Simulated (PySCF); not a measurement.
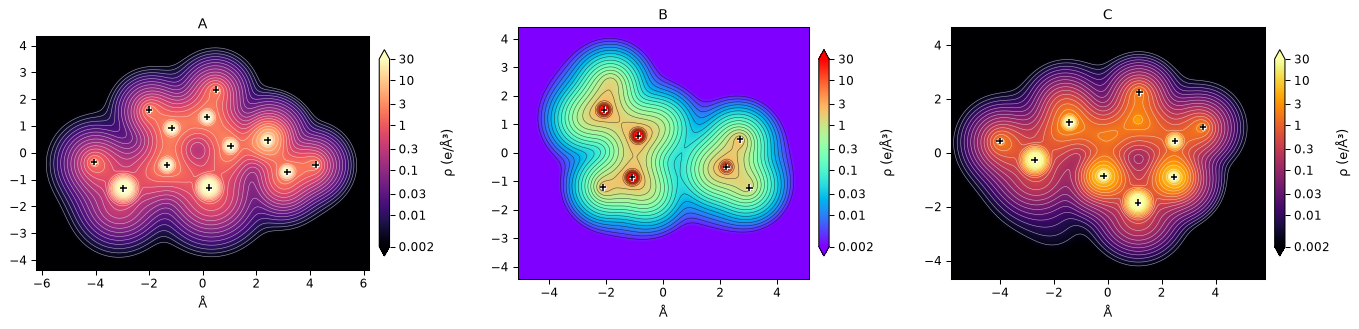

The total electron density of 3 systems, each on a plane through atoms (crosses mark nuclei in the plane).

Method: PBE0/pcSseg-1, SCF density, gas phase, non-relativistic in PySCF.

System 1: C$_{3}$H$_{13}$BO$_{2}$Si$_{3}$, the plane of atoms O7, Si8 and O9. Geometry: GFN2-xTB.

```xyz
22

Si    2.7517    1.1452    0.0925
Si    1.7159   -0.0571   -1.5785
C     0.5353   -1.3898   -0.8808
C    -0.3108   -0.7322    0.1981
C    -1.7085   -1.3391    0.3506
B    -2.6833   -0.4744    1.2743
O    -2.5028    0.8407    1.3489
Si   -1.3410    1.7227    0.5982
O    -0.3564    0.6586   -0.1378
H     2.6721    0.5061    1.4148
H     4.1883    1.3200   -0.1556
H     2.2046    2.4956    0.2630
H     2.6719   -0.8256   -2.4071
H     0.9758    0.7591   -2.5492
H    -0.1051   -1.7641   -1.6799
H     1.0669   -2.2475   -0.4716
H     0.2078   -0.8098    1.1648
H    -2.1635   -1.3926   -0.6448
H    -1.5958   -2.3671    0.6966
H    -3.5770   -0.9476    1.8743
H    -1.9752    2.4893   -0.4603
H    -0.6814    2.4288    1.6887
```

System 2: C$_{5}$H$_{12}$BP (SMILES CB(C)P1C[C@H]1C), the plane of atoms C6, C5 and H14. Geometry: GFN2-xTB.

```xyz
19

C    -1.6681    1.1096    0.3236
B    -1.3452   -0.3059   -0.2926
C    -2.5042   -1.0932   -1.0161
P     0.3613   -1.1851   -0.2740
C     1.1833   -0.3802    1.1987
C     1.5010    0.3011   -0.0835
C     2.8903    0.1820   -0.6552
H    -0.9529    1.4896    1.0502
H    -1.7142    1.8396   -0.4865
H    -2.6521    1.1217    0.7905
H    -2.1506   -1.7197   -1.8340
H    -3.3038   -0.4576   -1.3920
H    -2.9617   -1.7737   -0.2949
H     1.9690   -0.9786    1.6420
H     0.5646    0.1243    1.9282
H     1.0469    1.2731   -0.2455
H     3.5629    0.8784   -0.1524
H     2.8919    0.4118   -1.7191
H     3.2718   -0.8278   -0.5198
```

System 3: C$_{5}$H$_{8}$OPSi (SMILES COc1ccc([SiH3])[p-]1) (charge −1), the plane of atoms C5, C6 and Si7. Geometry: GFN2-xTB.

| atom | x (Å) | y (Å) | z (Å) |
| --- | --- | --- | --- |
| C | -3.1583 | 0.2573 | -0.4962 |
| O | -2.4418 | -0.7400 | 0.1554 |
| C | -1.0683 | -0.5116 | 0.1788 |
| C | -0.2122 | -1.4194 | 0.7806 |
| C | 1.1174 | -1.0169 | 0.6989 |
| C | 1.3061 | 0.1919 | 0.0422 |
| Si | 2.9383 | 1.0031 | -0.2457 |
| P | -0.2391 | 0.8701 | -0.5041 |
| H | -2.8430 | 0.3522 | -1.5451 |
| H | -4.2157 | -0.0159 | -0.4489 |
| H | -3.0026 | 1.2346 | -0.0174 |
| H | -0.5602 | -2.3271 | 1.2538 |
| H | 1.9405 | -1.5918 | 1.1074 |
| H | 4.0183 | 0.2045 | 0.3753 |
| H | 3.0819 | 2.3626 | 0.3188 |
| H | 3.3310 | 1.1554 | -1.6651 |

> Which map belongs to which system?

Panel A is system 3, C$_{5}$H$_{8}$OPSi: the plane holds C, O, Si, P and H. C–C (1.39 Å): ρ at the midpoint is about 2.1 e/Å³. Panel B is system 2, C$_{5}$H$_{12}$BP: the plane holds C and H. C–C (1.49 Å): ρ is about 1.7 e/Å³ halfway. Panel C is system 1, C$_{3}$H$_{13}$BO$_{2}$Si$_{3}$: the plane holds Si, C, B, O and H. B–O (1.33 Å): ρ at the midpoint is about 2.2 e/Å³.
